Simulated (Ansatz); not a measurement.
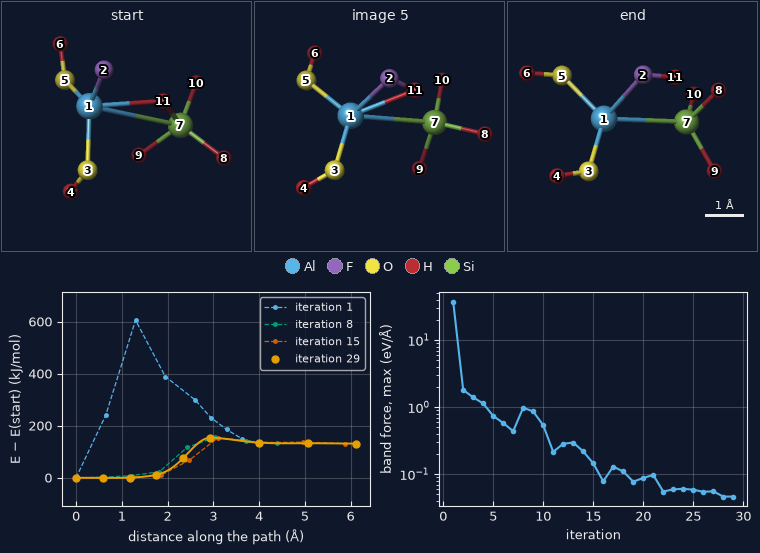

NEB run on AlSiH6O2F. Images are numbered from 0 (start) to 8 (end). The plot follows the band through its iterations. A ball-and-stick model, seen at a tilt.

These are results of RKS revPBE-D4/def2-SVP (Ansatz), not measurements. Set-up: 7 movable images; climbing image; force threshold 0.05 eV/Å; iteration limit 60; starting path through a guess of the saddle point.

### Judge this run.

The result is final at these settings. The band converged in 29 iterations. The largest component of the band force went from 38 to 0.046 eV/Å. The climbing image converged on the top of the path. Its vibrational analysis gives one imaginary mode (434i cm⁻¹), as a transition state must have. The first iteration put the highest image at 605.8 kJ/mol. The highest point, image 5, lies 153.5 kJ/mol above the start and 22.2 kJ/mol above the end; the end is at +131.3 kJ/mol relative to the start. Image 1 lies below both ends, at −0.4 kJ/mol, which points to an intermediate minimum that so few images don't resolve.

The run took 88 s on 4 threads of AMD EPYC 9R45 96-Core Processor (Zen 5) (shared host), peak memory 0.17 GiB.
